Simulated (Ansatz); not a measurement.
# C2H3F (SMILES [CH2-][CH]F) (charge −1, doublet): what the fields show

```yaml
atoms:
  - { symbol: C, position_ang: [-0.5661, 1.3471, 0.3808] }
  - { symbol: C, position_ang: [0.7211, 0.7619, 0.4023] }
  - { symbol: F, position_ang: [1.6418, 1.2740, 1.4090] }
  - { symbol: H, position_ang: [-1.0950, 1.2844, -0.5807] }
  - { symbol: H, position_ang: [-1.2262, 1.2528, 1.2574] }
  - { symbol: H, position_ang: [1.2796, 0.7629, -0.5476] }
```

Geometry: PBE0-D3(BJ)/def2-SVPD; the highest occupied orbital lies above zero, a sign that basis and functional describe the outermost electron poorly.

Method: isolated molecule in a Gaussian basis; Kohn-Sham density functional theory, functional PBE0 (Ansatz).

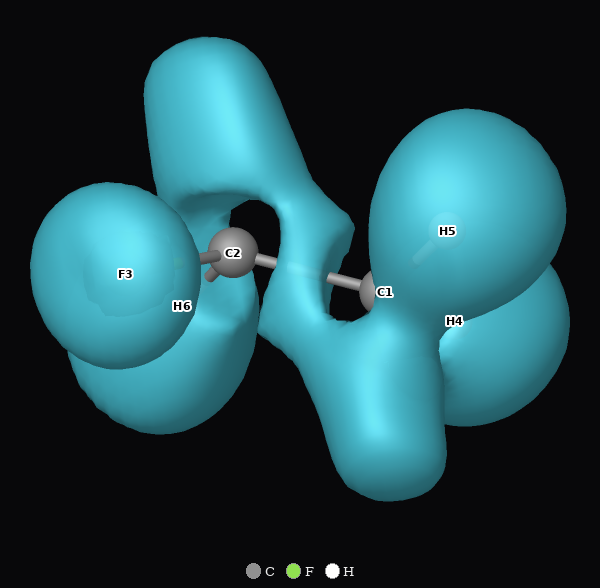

Figure 1. Isosurface of the electron localisation function at 0.75 (cyan), seen from one side. Core shells and regions of very low density are left out.

### Where are the electrons localised?

The ELF exceeds this value in one region on F in which the atom's valence shell and bonds are merged and one joined region spread over several atoms (C, H), in which their bonds and any lone pairs are merged. Along the contacts the grid gives the following. C–C (1.41 Å): the ELF peaks at about 0.95 between the atoms; localised, covalent bonding. C–F (1.46 Å): the ELF peaks at about 0.80 between the atoms: a polar covalent bond.

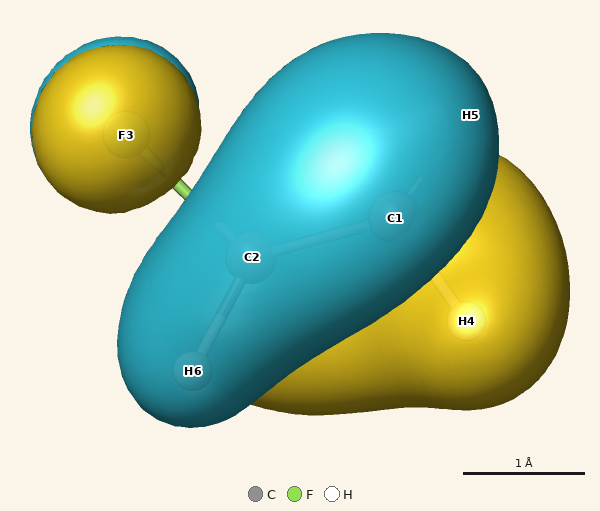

Figure 2. The HOMO−1 (α) at ±0.08 Å⁻³ᐟ² (yellow and cyan are the two phases), seen at a tilt.

### Where does this orbital lie, and at what energy?

Its weight (Hirshfeld) is mainly on C1 (about 40 %), C2 (about 35 %) and F3 (about 15 %); π-bonding across C1–C2. Its energy is −1.39 eV.

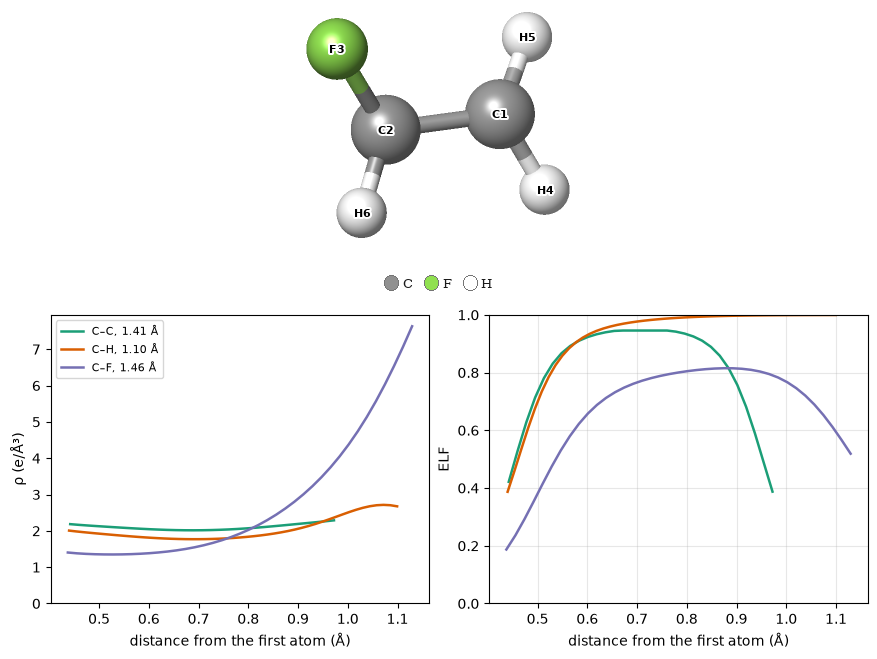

Figure 3. Electron density and electron localisation function along straight lines between neighbouring atoms. The curves leave out the atomic cores. The structure is drawn too.

### Compare the contacts.

C–C (1.41 Å): ρ at the midpoint is about 2 e/Å³; the ELF peaks at about 0.95 between the atoms; localised, covalent bonding.
C–H (1.10 Å): the density is about 1.9 e/Å³ at the midpoint; the ELF climbs to about 1 towards the hydrogen, as it does in any bond to H; an ordinary covalent bond to hydrogen.
C–F (1.46 Å): ρ is about 1.7 e/Å³ halfway, with its minimum of 1.3 e/Å³ about 0.5 Å from C; the ELF peaks at about 0.80 between the atoms; a polar covalent bond.
